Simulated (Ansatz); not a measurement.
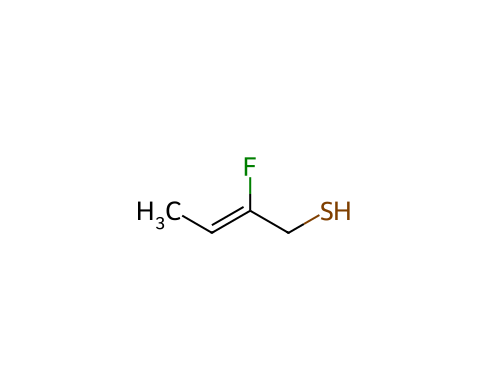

Structural formula above. Computed geometry: PBE0-D4/def2-TZVP optimisation. No frequency run is at hand to confirm it as a minimum.

What does the molecule look like in three dimensions?

It has 13 atoms: 4 carbon, 7 hydrogen, 1 fluorine and 1 sulfur (C₄H₇FS). As SMILES it reads `C/C=C(\F)CS`. It has no ring. Among its groups: alkene, thiol, C–F bond. This geometry has C1 symmetry. Coordination: 2 C tetrahedral; 2 C trigonal planar; 1 S bent.

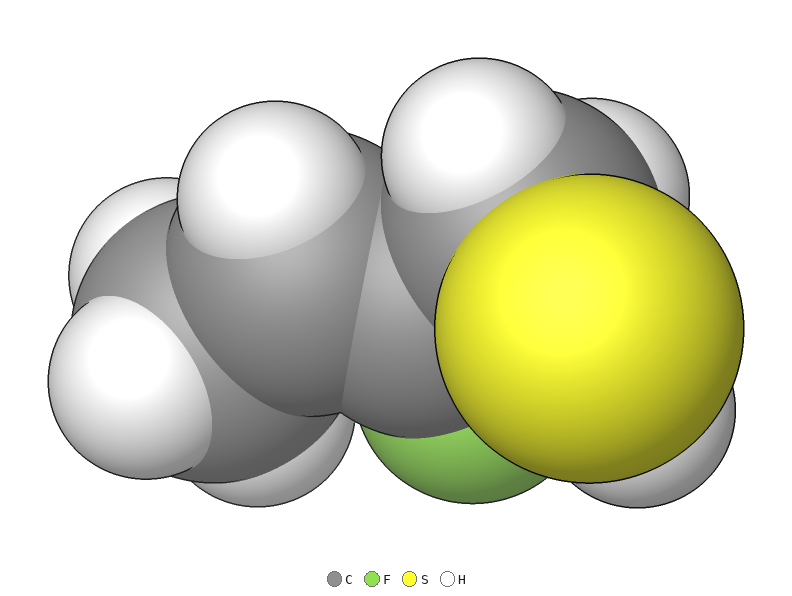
